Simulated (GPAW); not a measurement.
# MnSi15 (Si32 Mn2 d3p84): parallel and opposed starts, part 2 of 2

A self-consistent run ends on one state, which hangs on the start. Several orders of MnSi15 (Si32 Mn2 d3p84) are started in GPAW and their energies compared.

GPAW 26.7.0; PBE with U = 4 eV on Mn d; plane waves with GPAW's PAW setups, scalar-relativistic.

So far. Step 2 (Order 1, typed as ferro ++): After 34 cycles the largest moment stands at 3.88 μB.

### Step 3. Order 2, typed as antiferro +-

Another pattern of signs weighs the neighbour shells otherwise.

order2.py

```python
import json
import numpy as np
from ase import Atoms
from ase.parallel import paropen, parprint
from gpaw import GPAW

atoms = Atoms(['Mn', 'Si', 'Mn', 'Si', 'Si', 'Si', 'Si', 'Si', 'Si', 'Si', 'Si', 'Si', 'Si', 'Si', 'Si', 'Si', 'Si', 'Si', 'Si', 'Si', 'Si', 'Si', 'Si', 'Si', 'Si', 'Si', 'Si', 'Si', 'Si', 'Si', 'Si', 'Si'],
    cell=[[10.862, 0.0, 0.0],
         [0.0, 10.862, 0.0],
         [0.0, 0.0, 5.431]],
    scaled_positions=[[0.0, 0.0, 0.0],
         [0.125, 0.125, 0.25],
         [0.0, 0.25, 0.5],
         [0.125, 0.375, 0.75],
         [0.25, 0.0, 0.5],
         [0.375, 0.125, 0.75],
         [0.25, 0.25, 0.0],
         [0.375, 0.375, 0.25],
         [0.0, 0.5, 0.0],
         [0.125, 0.625, 0.25],
         [0.0, 0.75, 0.5],
         [0.125, 0.875, 0.75],
         [0.25, 0.5, 0.5],
         [0.375, 0.625, 0.75],
         [0.25, 0.75, 0.0],
         [0.375, 0.875, 0.25],
         [0.5, 0.0, 0.0],
         [0.625, 0.125, 0.25],
         [0.5, 0.25, 0.5],
         [0.625, 0.375, 0.75],
         [0.75, 0.0, 0.5],
         [0.875, 0.125, 0.75],
         [0.75, 0.25, 0.0],
         [0.875, 0.375, 0.25],
         [0.5, 0.5, 0.0],
         [0.625, 0.625, 0.25],
         [0.5, 0.75, 0.5],
         [0.625, 0.875, 0.75],
         [0.75, 0.5, 0.5],
         [0.875, 0.625, 0.75],
         [0.75, 0.75, 0.0],
         [0.875, 0.875, 0.25]],
    pbc=True,
    magmoms=[4.5, 0.0, -4.5, 0.0, 0.0, 0.0, 0.0, 0.0, 0.0, 0.0, 0.0, 0.0, 0.0, 0.0, 0.0, 0.0, 0.0, 0.0, 0.0, 0.0, 0.0, 0.0, 0.0, 0.0, 0.0, 0.0, 0.0, 0.0, 0.0, 0.0, 0.0, 0.0])
atoms.calc = GPAW(mode={'name': 'pw', 'ecut': 450},
    xc='PBE',
    kpts={'size': (3, 3, 5), 'gamma': True},
    occupations={'name': 'fermi-dirac', 'width': 0.05},
    convergence={'density': 1e-05, 'energy': 1e-05},
    maxiter=200,
    mixer={'name': 'pulay', 'beta': 0.05, 'nmaxold': 6, 'weight': 50},
    setups={'Mn': ':d,4.0'},
    symmetry={'tolerance': 1e-4},
    txt='order2.txt')
e = atoms.get_potential_energy(force_consistent=True)
res = {'free_energy': e, 'energy_sigma0': atoms.get_potential_energy(), 'fermi_energy': atoms.calc.get_fermi_level()}
res['moments'] = atoms.get_magnetic_moments().tolist()
res['total'] = atoms.get_magnetic_moment()
parprint('site moments (muB):', np.round(res['moments'], 3))
parprint(f"total moment: {res['total']:.3f} muB")
parprint(f'free energy: {e:.6f} eV')
atoms.calc.write('order2.gpw')
with paropen('results.json', 'w') as f:
    json.dump(res, f)
```

Started as:

```
$ OMP_NUM_THREADS=1 mpirun -n 4 gpaw python order2.py > order2.log
```

Numbers of over 12 decimals in the logs are rounded to 6 here.

Log:

```text
site moments (muB): [ 3.967e+00  0.000e+00 -3.967e+00  9.500e-02  2.000e-03  0.000e+00
 -2.000e-03  3.000e-03 -3.000e-03  0.000e+00  3.000e-03 -9.500e-02
 -2.000e-03  0.000e+00  2.000e-03 -3.000e-03 -1.000e-03  0.000e+00
  1.000e-03  3.000e-03  2.000e-03  0.000e+00 -2.000e-03  9.500e-02
 -4.000e-03  0.000e+00  4.000e-03 -3.000e-03 -2.000e-03  0.000e+00
  2.000e-03 -9.500e-02]
total moment: 0.000 muB
free energy: -172.947667 eV

--- order2.txt ---
Input parameters:
  mode=PW(ecut=450),
  convergence={'density': 1e-05, 'energy': 1e-05},
  kpts=MonkhorstPack(size=(3, 3, 5), gamma=True),
  maxiter=200,
  mixer=Pulay(name='pulay', nmaxold=6, beta=0.05, weight=50, sigma=0.015, g_ss=None),
  occupations=Occupations(name='fermi-dirac', width=0.05),
  setups={'Mn': ':d,4.0'},
  symmetry=Symmetry(tolerance=0.0001),
  xc=XC(name='PBE')

Diagonalizing LCAO Hamiltonian
Converting LCAO to pw mode
        .--------------------------.
       /|                          |
      / |                          |
     /  |  Si           Si         |
    /   |      Si            Si    |
   /  Si|           Si             |
  /    Si        Si  Si        Si  |
 *      .--Si------------Si--------.
 |     / Si Si        Si Si       /
 | Mn /      Si Si         Si    /
 |   Si Si    Si  Si Si    Si   /
 |  /Si            Si          /
 | /     Si            Si     /
 |/                          /
 Mn------------Si-----------*

Atoms  # Å, Bohr magnetons
|    | symbol |        x |        y |        z |    initial magnetic moments |
|----|--------|----------|----------|----------|-----------------------------|
|  0 |     Mn | 0.000000 | 0.000000 | 0.000000 | ( 0.0000,  0.0000,  4.5000) |
|  1 |     Si | 1.357750 | 1.357750 | 1.357750 | ( 0.0000,  0.0000,  0.0000) |
|  2 |     Mn | 0.000000 | 2.715500 | 2.715500 | ( 0.0000,  0.0000, -4.5000) |
|  3 |     Si | 1.357750 | 4.073250 | 4.073250 | ( 0.0000,  0.0000,  0.0000) |
|  4 |     Si | 2.715500 | 0.000000 | 2.715500 | ( 0.0000,  0.0000,  0.0000) |
|  5 |     Si | 4.073250 | 1.357750 | 4.073250 | ( 0.0000,  0.0000,  0.0000) |
|  6 |     Si | 2.715500 | 2.715500 | 0.000000 | ( 0.0000,  0.0000,  0.0000) |
|  7 |     Si | 4.073250 | 4.073250 | 1.357750 | ( 0.0000,  0.0000,  0.0000) |
|  8 |     Si | 0.000000 | 5.431000 | 0.000000 | ( 0.0000,  0.0000,  0.0000) |
|  9 |     Si | 1.357750 | 6.788750 | 1.357750 | ( 0.0000,  0.0000,  0.0000) |
| 10 |     Si | 0.000000 | 8.146500 | 2.715500 | ( 0.0000,  0.0000,  0.0000) |
| 11 |     Si | 1.357750 | 9.504250 | 4.073250 | ( 0.0000,  0.0000,  0.0000) |
| 12 |     Si | 2.715500 | 5.431000 | 2.715500 | ( 0.0000,  0.0000,  0.0000) |
| 13 |     Si | 4.073250 | 6.788750 | 4.073250 | ( 0.0000,  0.0000,  0.0000) |
[...]
| 24 |     Si | 5.431000 | 5.431000 | 0.000000 | ( 0.0000,  0.0000,  0.0000) |
| 25 |     Si | 6.788750 | 6.788750 | 1.357750 | ( 0.0000,  0.0000,  0.0000) |
| 26 |     Si | 5.431000 | 8.146500 | 2.715500 | ( 0.0000,  0.0000,  0.0000) |
| 27 |     Si | 6.788750 | 9.504250 | 4.073250 | ( 0.0000,  0.0000,  0.0000) |
| 28 |     Si | 8.146500 | 5.431000 | 2.715500 | ( 0.0000,  0.0000,  0.0000) |
| 29 |     Si | 9.504250 | 6.788750 | 4.073250 | ( 0.0000,  0.0000,  0.0000) |
| 30 |     Si | 8.146500 | 8.146500 | 0.000000 | ( 0.0000,  0.0000,  0.0000) |
| 31 |     Si | 9.504250 | 9.504250 | 1.357750 | ( 0.0000,  0.0000,  0.0000) |

Unit cell  # Å
| periodic |         x |         y |        z |   lengths |    angles |
|----------|-----------|-----------|----------|-----------|-----------|
|      yes | 10.862000 |  0.000000 | 0.000000 | 10.862000 | 90.000000 |
|      yes |  0.000000 | 10.862000 | 0.000000 | 10.862000 | 90.000000 |
|      yes |  0.000000 |  0.000000 | 5.431000 |  5.431000 | 90.000000 |

Number of symmetries: 2

BZ-sampling:
  Number of BZ points: 45
  Number of IBZ points: 16

  Monkhorst-Pack size: [3, 3, 5]
  Monkhorst-Pack shift: [0, 0, 0]

Plane wave coefficients: 13930
Cutoff: 450.000000 eV

Spin-components: 2 (collinear spins)
Bands:           94
Projectors:      162
Spin-degeneracy: 1
Datatype:        complex128

Parallelization:
  kpt:    4
  domain: 1
  band:   1

Density:
  Valence electrons: 150.0
  Components: 2
  Grid points: [54 54 27]
  Charge: 0.0  # |e|

Potential:
  Grid points: [54 54 27]

[... setups left out ...]
Reference energy: -299618.503652  # eV

eigensolver:
  PPCG
  Converge bands: occupied
  niter=2

density mixing:
  Pulay-Mixer
  Linear mixing parameters: 0.05
  Old densities: 6
  Fourier metric: weight=50, sigma=0.015

occupation numbers:
  Fermi-Dirac:
    width: 0.0500  # eV

poisson solver:
  ecut: 3600.000000  # eV

xc functional:
  name: PBE with 2 nearest neighbor stencil

convergence criteria:
- Maximum integral of absolute [dens]ity change: 1e-05 electrons / valence electron
- Maximum [total energy] change in last 3 cyles: 1e-05 eV / valence electron
- Maximum integral of absolute [eigenst]ate change: 4e-08 eV^2 / valence electron
maximum number of iterations: 200

SCF iterations
|iter     |      energy | eigst |  dens |  magmom |
|---------|-------------|-------|-------|---------|
|iter:   1|       0s | -173.547325 | +0.32 |       |  -0.0000|
|iter:   2|      49s | -173.768746 | -0.97 | -0.87 |  -0.0000|
|iter:   3|      99s | -173.336562 | -2.02 | -0.90 |  -0.0000|
|iter:   4|     149s | -172.969012 | -1.24 | -0.98 |  +0.0000|
|iter:   5|     200s | -172.862062 | -2.28 | -1.63 |  +0.0000|
|iter:   6|     252s | -172.960052 | -2.29 | -1.65 |  -0.0000|
|iter:   7|     304s | -172.915033 | -3.14 | -1.80 |  -0.0000|
|iter:   8|     355s | -172.909888 | -3.17 | -1.91 |  -0.0000|
|iter:   9|     405s | -172.911926 | -3.73 | -2.19 |  -0.0000|
|iter:  10|     456s | -172.911833 | -3.91 | -2.37 |  -0.0000|
[... 12 iterations left out ...]
|iter:  23|    1118s | -172.915086c| -6.53 | -3.95 |  +0.0000|
|iter:  24|    1168s | -172.915090c| -6.95 | -4.22 |  +0.0000|
|iter:  25|    1193s | -172.915090c| -8.17c| -4.31 |  +0.0000|
|iter:  26|    1218s | -172.915093c| -7.71c| -4.32 |  +0.0000|
|iter:  27|    1243s | -172.915093c| -7.93c| -4.48 |  +0.0000|
|iter:  28|    1267s | -172.915094c| -8.04c| -4.51 |  +0.0000|
|iter:  29|    1292s | -172.915094c| -8.11c| -4.59 |  +0.0000|
|iter:  30|    1317s | -172.915095c| -8.20c| -4.73 |  +0.0000|
|iter:  31|    1341s | -172.915096c| -8.32c| -4.76 |  +0.0000|
|iter:  32|    1366s | -172.915096c| -8.45c| -5.01c|  +0.0000|

Converged in 32 steps
Energy contributions relative to reference atoms: (reference = -299618.503652)

Energy contributions:
  Kinetic:         280.534522
  Coulomb:        -242.996460
  Zero:             -0.131562
  External:          0.000000
  Xc:             -210.289025
  Entropy:          -0.065141
  Spinorbit:         0.000000
  ----------------------------
  Free energy:    -172.947667
  Extrapolated:   -172.915096

dipole moment: (-95.992401, -95.070900, -94.830465)  # |e|*Ang

Total magnetic moment: (0.000000, 0.000000, 0.000001)

Local magnetic moments
|        x |        y |         z |
|----------|----------|-----------|
| 0.000000 | 0.000000 |  3.966775 |  # Mn   0
| 0.000000 | 0.000000 |  0.000000 |  # Si   1
| 0.000000 | 0.000000 | -3.966777 |  # Mn   2
| 0.000000 | 0.000000 |  0.095025 |  # Si   3
| 0.000000 | 0.000000 |  0.001679 |  # Si   4
| 0.000000 | 0.000000 |  0.000000 |  # Si   5
| 0.000000 | 0.000000 | -0.001679 |  # Si   6
| 0.000000 | 0.000000 |  0.002775 |  # Si   7
| 0.000000 | 0.000000 | -0.002708 |  # Si   8
| 0.000000 | 0.000000 |  0.000000 |  # Si   9
| 0.000000 | 0.000000 |  0.002708 |  # Si  10
| 0.000000 | 0.000000 | -0.095025 |  # Si  11
[...]
| 0.000000 | 0.000000 | -0.004145 |  # Si  24
| 0.000000 | 0.000000 |  0.000000 |  # Si  25
| 0.000000 | 0.000000 |  0.004145 |  # Si  26
| 0.000000 | 0.000000 | -0.002775 |  # Si  27
| 0.000000 | 0.000000 | -0.002325 |  # Si  28
| 0.000000 | 0.000000 |  0.000000 |  # Si  29
| 0.000000 | 0.000000 |  0.002325 |  # Si  30
| 0.000000 | 0.000000 | -0.095025 |  # Si  31

Fermi level: 5.244
Eigenvalues  # (at kpt = [0.000, 0.000, 0.000])
| band index |      eig [eV] | occ [0-1] |      eig [eV] | occ [0-1] |
|------------|---------------|-----------|---------------|-----------|
|          0 |       -76.150 |     1.000 |       -76.150 |     1.000 |
|        ... |               |           |               |           |
|         66 |         3.621 |     1.000 |         3.621 |     1.000 |
|         67 |         3.676 |     1.000 |         3.676 |     1.000 |
|         68 |         3.982 |     1.000 |         3.982 |     1.000 |
|         69 |         4.091 |     1.000 |         4.091 |     1.000 |
|         70 |         4.338 |     1.000 |         4.338 |     1.000 |
|         71 |         4.376 |     1.000 |         4.376 |     1.000 |
|         72 |         4.540 |     1.000 |         4.540 |     1.000 |
|         73 |         4.692 |     1.000 |         4.692 |     1.000 |
|         74 |         5.491 |     0.007 |         5.491 |     0.007 |
|         75 |         5.589 |     0.001 |         5.589 |     0.001 |
|         76 |         5.716 |     0.000 |         5.716 |     0.000 |
|         77 |         5.923 |     0.000 |         5.923 |     0.000 |
|         78 |         6.022 |     0.000 |         6.022 |     0.000 |
|         79 |         6.067 |     0.000 |         6.067 |     0.000 |
|         80 |         6.179 |     0.000 |         6.179 |     0.000 |
|         81 |         6.268 |     0.000 |         6.268 |     0.000 |
|        ... |               |           |               |           |
|         93 |         8.119 |     0.000 |         8.119 |     0.000 |

No gap
No difference between direct/indirect transitions
```

Run time: 24 min. Hardware: 4 MPI ranks of Arm Neoverse N1, shared host; peak memory 2.4 GiB; 1.6 h of CPU time.

Spin moment in the augmentation sphere by element, in μB:

```tsv
element	atoms	mean	spread (r.m.s.)	least	largest
Mn	2	0.00	3.97	-3.97	3.97
Si	30	0.00	0.03	-0.10	0.10
```

The atoms farthest from the mean of their element:

```tsv
atom	x, y, z (Å)	spin moment in the augmentation sphere (μB)
Mn1	0.00, 0.00, 0.00	3.97
Mn3	0.00, 2.72, 2.72	-3.97
Si4	1.36, 4.07, 4.07	0.10
Si12	1.36, 9.50, 4.07	-0.10
Si32	9.50, 9.50, 1.36	-0.10
Si24	9.50, 4.07, 1.36	0.10
Si27	5.43, 8.15, 2.72	0.00
Si25	5.43, 5.43, 0.00	0.00
```

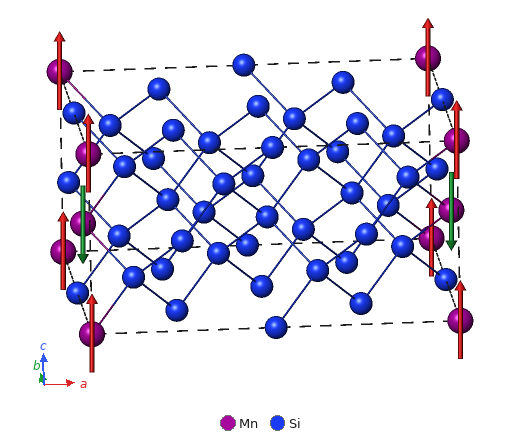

Spin moment in the augmentation sphere as arrows, the longest 3.97 μB. Up and down stand for the sign. Arrows give size and sign along the axis of quantisation, drawn up and down the page. The two directions have two colours. Bonds to atoms that aren't drawn are left out. Some periodic images of atoms are drawn too.

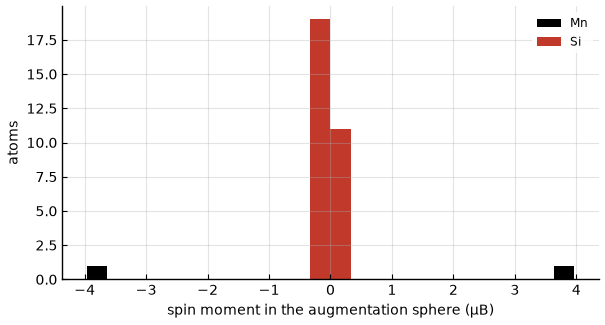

Spin moment in the augmentation sphere as a stacked histogram.

This step gave:

* magnetization: 0 μB
* final state: antiferromagnetic

It lies 143 meV a seeded atom over the first start, and its largest moment is 3.97 μB against 3.88 μB.

### Step 4. The states side by side

These are free energies at a smearing of 0.05 eV, so its entropy term is in the differences. They are divided by the number of seeded atoms, so that cells of unlike size compare.

Orders:

```tsv
start	final state	typed order kept	energy over the lowest (meV a seeded atom)	largest site moment (μB)	net moment (μB a primitive cell)	mesh matched	CPU time (s)
ferro ++	ferromagnetic	yes	0	3.884	6.651	yes	6314
antiferro +-	antiferromagnetic	yes	143.3	3.967	0	yes	5760
```

### Step 5. Outcome

```yaml
lowest_state_found: ferromagnetic (typed ferro ++)
largest_site_moment: 3.88 μB
next_state: antiferromagnetic, 143 meV a seeded atom higher
```

What this shows: The lowest state found is ferromagnetic, reached from the start ferro ++, with moments up to 3.88 μB. The next state costs 143 meV a seeded atom. Only 2 starts are shown; other collinear patterns, canted and longer-period orders are not. The net moment is no whole number, as in a metal, where a U can create or inflate moments that the crystal lacks.

[Logs and program files are shortened in this print: banners, set-up blocks, solver, clock and traceback lines can be left out without a mark of their own.]

[Logs are printed without paths, hosts, clocks, repeated set-up lines and the standing remarks that a program may print on its own settings, such as how far it seeks lower states.]

[Hosts, paths, dates, database ids (printed as entryN), source tags and the programs' standing remarks are cut or masked in the printed files.]

[Where a cell is said to come from a database of computed structures, the database is the Materials Project.]

[Lattice constants of own cells that a recipe calls measured were typed without a cited source.]
